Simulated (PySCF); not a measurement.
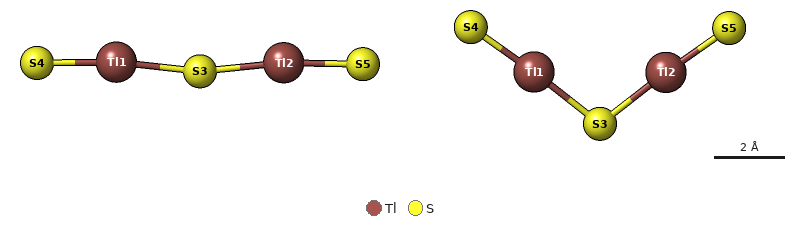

Two geometries of Tl$_{2}$S$_{3}$, drawn at one scale. One is the start of a relaxation, the other its converged end. The picture is a ball-and-stick view, seen at a tilt.

Computed with RKS TPSS, Tl def2-SVP with ECP60, S def2-SVP; non-relativistic Hamiltonian with scalar-relativistic core potentials; density fitting (PySCF 2.14.0). Set-up: symmetry kept (C2v).

> Which of the two is the end point?

The right one is the relaxed one. The start is a saddle point found before, displaced along its imaginary mode. S3 moves most after the best rigid fit: 1.60 Å. By element the largest moves are S 1.60 Å, Tl 0.59 Å. Near-neighbour distances that change, for instance: Tl1–S3 2.436 → 2.474 Å, Tl1–S4 2.294 → 2.279 Å. Among the angles between lasting bonds that change: Tl1–S3–Tl2 167.2° → 101.0°, S3–Tl1–S4 172.7° → 177.1°. Over 15 geometry steps the energy falls by 0.848 eV. The largest force component goes from 0.71 to 0.0053 eV/Å. The run took 69 s on 2 threads of Arm Neoverse V2, with other jobs on the host, peak memory 0.79 GiB.
